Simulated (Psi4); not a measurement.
# B3LYP/cc-pVDZ (density fitting with cc-pvdz-jkfit, sweep point 2) run of SiH4S (Si(SH)H3)

What is the vertical ionisation energy of SiH4S (Si(SH)H3) at B3LYP/cc-pVDZ (density fitting with cc-pvdz-jkfit, sweep point 2)? 

The results are computed with Psi4 1.11.

2 further runs of the same task are left out: 2 set aside as unsound or not needed.

### 1 The molecule

SiH4S: 6 atoms, total charge 0, spin state singlet. As SMILES, `[H][Si]([H])([H])S`. Geometry: relaxed at GFN2-xTB.

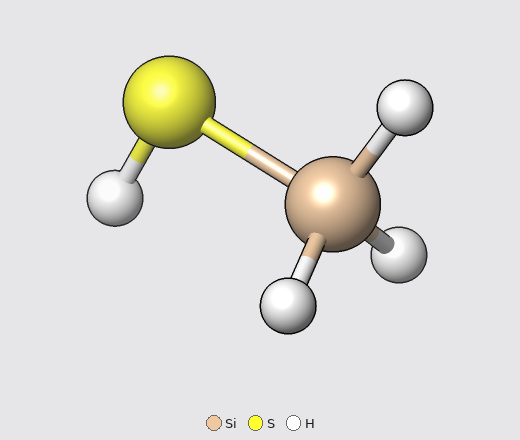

The structure, seen from a chosen angle (silicon light orange, sulfur yellow, hydrogen white).

### 2 The energy at B3LYP/cc-pVDZ (density fitting with cc-pvdz-jkfit, sweep point 2)

Contents of h4ssi.in:

```
memory 1600 MB

molecule {
  Si     0.201210    -0.014540    -0.544580
  S      0.253720     0.019820     1.601470
  H     -1.056810     0.059910     1.795240
  H      1.606010    -0.020690    -0.909950
  H     -0.503230     1.180600    -0.990160
  H     -0.500900    -1.225100    -0.952020
  symmetry c1
}

set basis cc-pVDZ
set puream true
set scf_type df
set dft_radial_points 99
set dft_spherical_points 590
set df_basis_scf cc-pvdz-jkfit

energy('b3lyp')
print_variables()
```

Command:

```sh
$ psi4 -n 1 h4ssi.in h4ssi.out
```

h4ssi.out:

```text
[...]
  Running in c1 symmetry.
[...]
  Nuclear repulsion =   89.527504102436609
[...]
  Multiplicity = 1
[...]
  Nalpha       = 17
  Nbeta        = 17
[...]
    Number of basis functions: 56
[...]
   @DF-RKS iter   1:  -690.08221623815109   -2.09554e-01   4.96486e-03 ADIIS/DIIS
[...]
   @DF-RKS iter   8:  -690.13692384286344   -4.73426e-09   1.46764e-07 DIIS
[...]
    Orbital Energies [Eh]
    ---------------------
    Doubly Occupied:
       1A    -88.865579     2A    -66.157813     3A     -7.930959
       4A     -5.894474     5A     -5.891056     6A     -5.885669
       7A     -5.306752     8A     -3.666552     9A     -3.664158
      10A     -3.663907    11A     -0.733650    12A     -0.546965
      13A     -0.417471    14A     -0.372684    15A     -0.364361
      16A     -0.321088    17A     -0.253992
[...]
  @DF-RKS Final Energy:  -690.13692384286344
   => Energetics <=
    Nuclear Repulsion Energy =             89.5275041024366089
    One-Electron Energy =               -1131.8345233609302340
    Two-Electron Energy =                 390.9691052098253863
    DFT Exchange-Correlation Energy =     -38.7990097941950935
    Empirical Dispersion Energy =           0.0000000000000000
    VV10 Nonlocal Energy =                  0.0000000000000000
    Total Energy =                       -690.1369238428634389
[...]
 Multipole Moments:
 ------------------------------------------------------------------------------------
     Multipole            Electronic (a.u.)      Nuclear  (a.u.)        Total (a.u.)
 ------------------------------------------------------------------------------------
 L = 1.  Multiply by 2.5417464519 to convert [e a0] to [Debye]
 Dipole X            :          0.8744678           -1.2039031           -0.3294354
 Dipole Y            :          0.0218729           -0.0178975            0.0039754
 Dipole Z            :          2.6099536           -3.0322731           -0.4223195
 Magnitude           :                                                    0.5356279
[...]
```

It took 5.1 s on 1 thread of AMD EPYC 9R45 (Zen 5), shared host; peak memory 0.81 GiB.

### 3 The doublet cation, same level

Contents of h4ssi.dat:

```
memory 1.6 GB

molecule {
  1 2
  Si     0.201210    -0.014540    -0.544580
  S      0.253720     0.019820     1.601470
  H     -1.056810     0.059910     1.795240
  H      1.606010    -0.020690    -0.909950
  H     -0.503230     1.180600    -0.990160
  H     -0.500900    -1.225100    -0.952020
  units angstrom
  symmetry c1
}

set {
  reference            uks
  puream               true
  scf_type             df
  dft_radial_points    99
  dft_spherical_points 590
  df_basis_scf         cc-pvdz-jkfit
  maxiter              150
}

energy_value = energy('b3lyp/cc-pVDZ')
```

Command:

```sh
$ psi4 -i h4ssi.dat -o h4ssi.out -n 1
```

h4ssi.out:

```text
[...]
  Running in c1 symmetry.
[...]
  Nuclear repulsion =   89.527504102436609
[...]
  Multiplicity = 2
[...]
  Nalpha       = 17
  Nbeta        = 16
[...]
    Number of basis functions: 56
[...]
   @DF-UKS iter   1:  -689.75808920655948    1.14573e-01   2.84918e-03 DIIS/ADIIS
[...]
   @DF-UKS iter   9:  -689.78193527964265   -8.00787e-09   4.51792e-07 DIIS
[...]
   @S^2 Observed:                7.541653374E-01
[...]
    Orbital Energies [Eh]
    ---------------------
    Alpha Occupied:
       1A    -89.206239     2A    -66.381905     3A     -8.269139
       4A     -6.237239     5A     -6.228185     6A     -6.224168
       7A     -5.533711     8A     -3.894773     9A     -3.890398
      10A     -3.889481    11A     -1.050852    12A     -0.785259
      13A     -0.696485    14A     -0.623523    15A     -0.604997
      16A     -0.576372    17A     -0.565744
    Alpha Virtual:
      18A     -0.219733    19A     -0.214591    20A     -0.157965
      21A     -0.156554    22A     -0.132198    23A      0.023068
      24A      0.030967    25A      0.053578    26A      0.065514
[...]
  @DF-UKS Final Energy:  -689.78193527964265
   => Energetics <=
    Nuclear Repulsion Energy =             89.5275041024366089
    One-Electron Energy =               -1122.5641415486124970
    Two-Electron Energy =                 381.8029267176463009
    DFT Exchange-Correlation Energy =     -38.5482245511128667
    Empirical Dispersion Energy =           0.0000000000000000
    VV10 Nonlocal Energy =                  0.0000000000000000
    Total Energy =                       -689.7819352796425392
[...]
 Multipole Moments:
 ------------------------------------------------------------------------------------
     Multipole            Electronic (a.u.)      Nuclear  (a.u.)        Total (a.u.)
 ------------------------------------------------------------------------------------
 L = 1.  Multiply by 2.5417464519 to convert [e a0] to [Debye]
 Dipole X            :          0.6687267           -1.2039031           -0.5351764
 Dipole Y            :          0.0278693           -0.0178975            0.0099718
 Dipole Z            :          3.0802234           -3.0322731            0.0479503
 Magnitude           :                                                    0.5374127
[...]
```

Run time: 8.1 s. Hardware: 1 thread of AMD EPYC 9R45 (Zen 5), shared host; peak memory 0.79 GiB.

### 4 Summary of results

Level: B3LYP/cc-pVDZ (density fitting with cc-pvdz-jkfit, sweep point 2).

| quantity | value |
| --- | --- |
| singlet SiH4S: total energy | -690.13692 Eh |
| singlet SiH4S: dipole moment | 1.36 D |
| singlet SiH4S: HOMO energy | -6.91 eV |
| singlet SiH4S: LUMO energy | 0.14 eV |
| singlet SiH4S: HOMO–LUMO gap | 7.06 eV |
| doublet cation: total energy | -689.78194 Eh |
| doublet cation: HOMO energy (highest over α and β) | -15.39 eV |
| doublet cation: LUMO energy (lowest over α and β) | -12.35 eV |
| doublet cation: ⟨S²⟩ | 0.754 |
| vertical ionisation energy (to the doublet cation) | 9.660 eV |

Removing an electron at fixed nuclei costs 9.66 eV (932 kJ/mol). −ε(HOMO) before ionisation, 6.91 eV, is 2.75 eV below this ionisation energy.
